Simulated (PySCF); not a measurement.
C₄H₁₁NSi (SMILES [H]/N=C\C(C)(C)[SiH3])

Input

```
{"job": {"kind": "uv", "xc": "PBE0", "basis": "def2-SVPD", "nstates": 8, "ntriplets": 3}, "charge": 0, "multiplicity": 1}
C     -0.714343    -0.100536     1.322592
C     -0.027673     0.137949    -0.022450
C      0.402353     1.602476    -0.131141
Si     1.511474    -1.010550    -0.191495
C     -0.919494    -0.200243    -1.174105
N     -1.942067    -0.927751    -1.218880
H     -0.060867     0.202226     2.138126
H     -0.959687    -1.152119     1.465717
H     -1.634574     0.481697     1.391177
H      0.879121     1.800521    -1.089164
H     -0.462703     2.259800    -0.039000
H      1.105983     1.857700     0.659002
H      1.076257    -2.401828    -0.079632
H      2.430542    -0.671092     0.896153
H      2.146864    -0.769107    -1.485646
H     -0.615199     0.235683    -2.124137
H     -2.222985    -1.332796    -0.327028
```

Launched as:

```sh
OMP_NUM_THREADS=1 python probes_run.py task.json out
```

Geometry: GFN2-xTB.

Method: PySCF 2.14.0, PBE0/def2-SVPD, SCF density, gas phase.

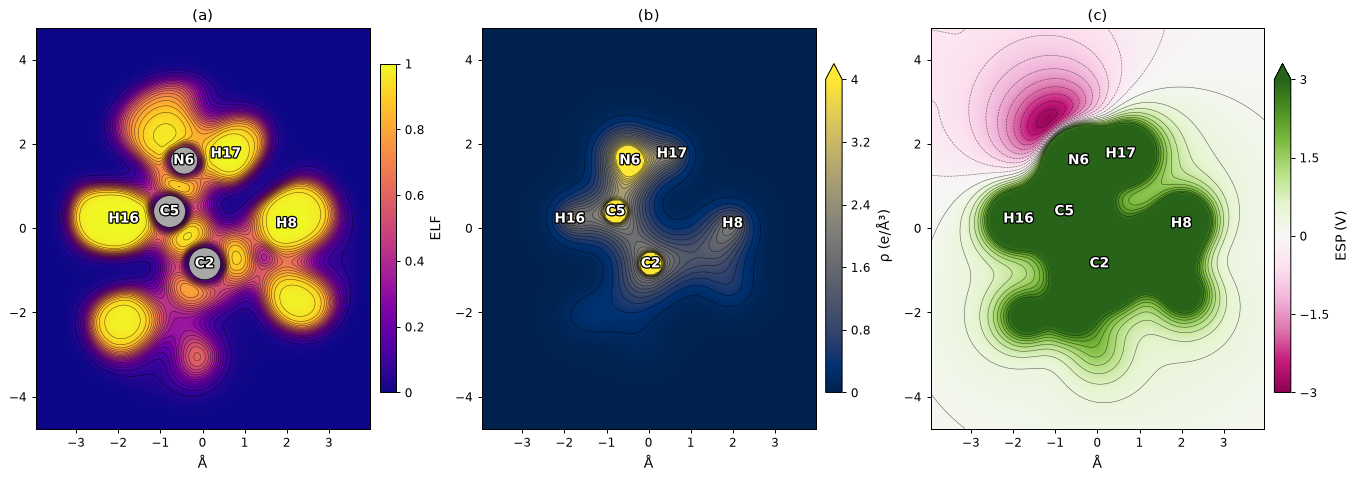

Figure 1. (a) ELF; (b) electron density; (c) electrostatic potential on the plane of atoms C2, C5 and N6. Grey discs cover the atomic cores in the ELF map.

**Interpret the plot.**

The section cuts through C, N and H sites.
C–N (1.26 Å): ρ at the midpoint is about 2.9 e/Å³; the ELF peaks at about 0.90 between the atoms: a short, multiple covalent bond.
C–C (1.50 Å): ρ is about 1.8 e/Å³ halfway; the ELF peaks at about 0.95 between the atoms: a covalent bond.
N–H (1.02 Å): ρ is about 2.8 e/Å³ halfway; the ELF climbs to about 1 towards the hydrogen, as it does in any bond to H; a covalent bond by its length.
C–H (1.09 Å): the density is about 2 e/Å³ at the midpoint; the ELF climbs to about 1 towards the hydrogen; an ordinary covalent bond to hydrogen.
The ELF also peaks beside N6, away from the bonds: lone-pair regions.
Outside the dense part of the molecule the potential is most negative (−2.9 V) near N6.

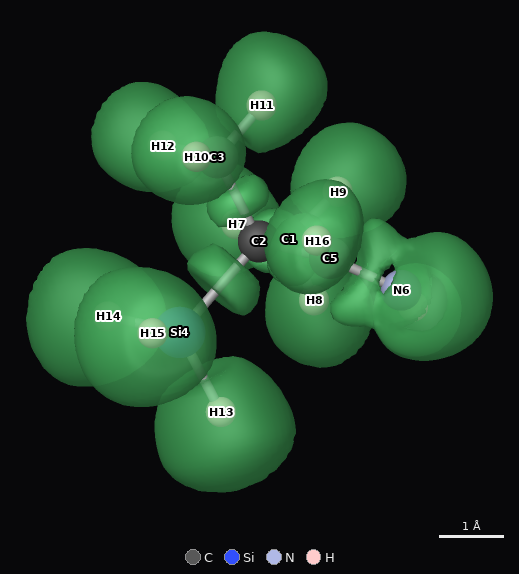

Figure 2. Isosurface of the electron localisation function at 0.75 (green), seen at a tilt. Core shells and regions of very low density are left out.

**Identify the bonds, lone pairs and shells in this picture.**

At this value the surface marks out three regions between bonded C–C atoms (shared pairs), one region between bonded C–Si atoms (shared pairs), ten regions around hydrogen nuclei and one joined region spread over several atoms (H, N), in which their bonds and any lone pairs are merged.

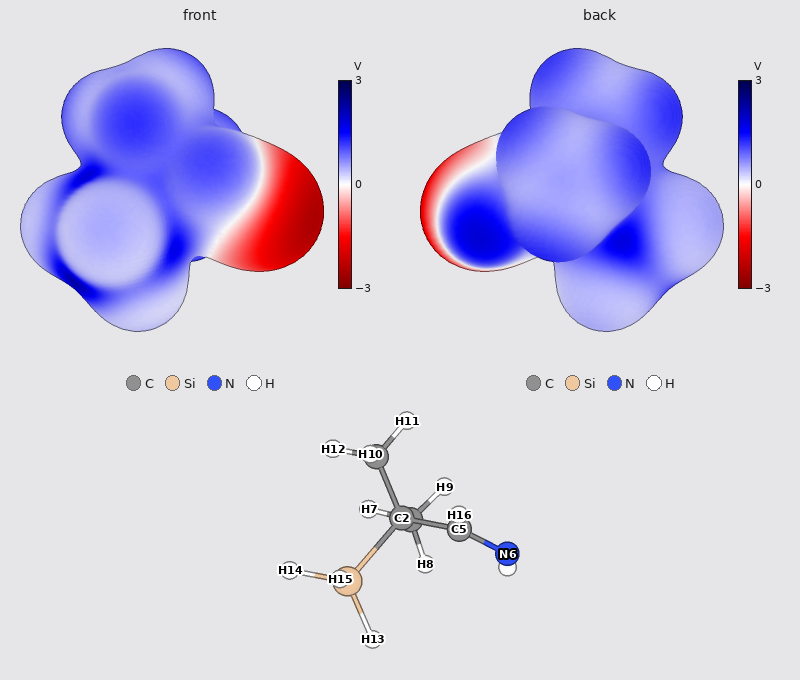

Figure 3. The molecular electrostatic potential painted on the density surface at 0.004 e/bohr³, seen from the front and from behind; the colour scale runs from red (negative) to blue (positive). The bare structure is drawn below in the same view.

**Which sites attract a positive test charge, and which a negative one?**

A positive charge is drawn to the negative regions and a negative charge to the positive ones. The most negative region (about −2.4 V) lies over N6, the most positive (about +1.8 V) over Si4 and H17. N6 is the likeliest acceptor of a hydrogen bond.

**How polar is the molecule by this calculation?**

Its dipole moment is 2.59 D.
